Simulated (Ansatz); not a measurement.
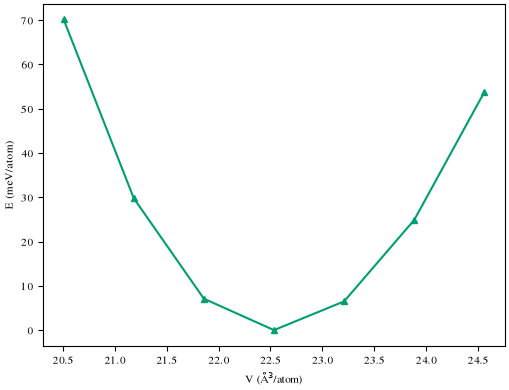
*Hf (hcp (Mg type), P6_3/mmc) under volume change, the program Ansatz at the PBE level (PAW), shape and atoms relaxed at each volume.*

Q: What does a third-order Birch–Murnaghan fit give for V₀, B₀ and B′?

A: V₀ = 22.53 Å³/atom, B₀ = 107 GPa, B′ = 3.4.

The PBE relaxation kept the symmetry of its start. The run is not spin-polarised. Scalar-relativistic: spin–orbit coupling is off unless named, which matters more the heavier the elements.

Potentials: the earlier of the program's two PAW sets.
